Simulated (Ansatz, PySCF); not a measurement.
Dissociation curve of PH, triplet.

Methods: ROCCSDT = CCSDT on ROHF/cc-pVTZ, frozen core in Ansatz (an electronic-structure program); UMP2/3-21G = unrestricted MP2 (frozen core)/3-21G run with PySCF; UCCSD(T) = CCSD(T) on UHF/cc-pVTZ, frozen core run with Ansatz; UMP2 = MP2 on UHF/cc-pVTZ, frozen core (Ansatz); ROHF/cc-pVTZ (Ansatz).

Energies are in kJ/mol, each relative to the lowest point of its own curve between 1.20 and 1.74 Å, where full CI is lowest.

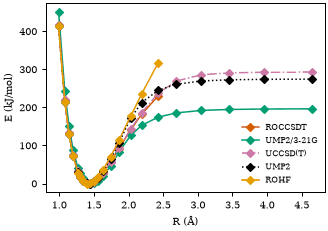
Figure. Energy against bond length for each method.

| R / Å | ROCCSDT | UMP2/3-21G | UCCSD(T) | UMP2 | ROHF |
|---|---|---|---|---|---|
| 0.99 | 416.8 | 451.6 | 416.5 | 412.6 | 413.5 |
| 1.08 | 219.4 | 242.6 | 219.1 | 215.3 | 215.3 |
| 1.14 | 133.8 | 151.2 | 133.6 | 130.1 | 129.7 |
| 1.20 | 75.0 | 87.8 | 74.8 | 71.8 | 71.1 |
| 1.27 | 31.8 | 40.2 | 31.7 | 29.3 | 28.6 |
| 1.30 | 19.9 | 26.6 | 19.7 | 17.7 | 17.1 |
| 1.34 | 8.8 | 13.5 | 8.7 | 7.1 | 6.7 |
| 1.40 | 0.8 | 2.6 | 0.7 | 0.1 | 0.0 |
| 1.44 | 0.0 | 0.0 | 0.0 | 0.0 | 0.3 |
| 1.50 | 4.1 | 1.4 | 4.2 | 5.3 | 6.3 |
| 1.56 | 13.0 | 7.6 | 13.2 | 15.6 | 17.5 |
| 1.63 | 27.7 | 19.4 | 28.0 | 32.1 | 35.3 |
| 1.74 | 56.5 | 45.7 | 57.0 | 64.2 | 70.1 |
| 1.86 | 91.5 | 81.8 | 92.3 | 105.7 | 113.0 |
| 2.03 | 140.7 | 126.4 | 143.0 | 171.6 | 176.8 |
| 2.19 | 182.2 | 152.9 | 186.5 | 212.7 | 235.7 |
| 2.43 | 230.7 | 174.6 | 237.3 | 245.2 | 317.7 |
| 2.69 | — | 185.6 | 269.1 | 260.9 | — |
| 3.05 | — | 192.0 | 285.8 | 269.4 | — |
| 3.45 | — | 194.5 | 290.7 | 272.5 | — |
| 3.96 | — | 195.7 | 292.3 | 273.7 | — |
| 4.65 | — | 196.2 | 292.7 | 274.1 | — |

At the longest distance, 4.65 Å, UCCSD(T) lies highest above its minimum (292.7 kJ/mol) and UMP2/3-21G lowest (196.2 kJ/mol).

Dashes: no converged value, or the column stops at the first point that the program doubted or that broke a chosen test of continuity, which isn't proof of a fault.

The T1 diagnostic of CCSD on the restricted reference of ROCCSDT exceeds 0.045 at 2.19 to 2.69 Å. The unrestricted determinant behind UMP2/3-21G is spin-contaminated at 1.86 to 4.65 Å (<S²> up to 3.0, against 2.00 for a pure triplet). The unrestricted determinant behind UCCSD(T), UMP2 is spin-contaminated at 2.03 to 4.65 Å (<S²> up to 3.0, against 2.00 for a pure triplet).
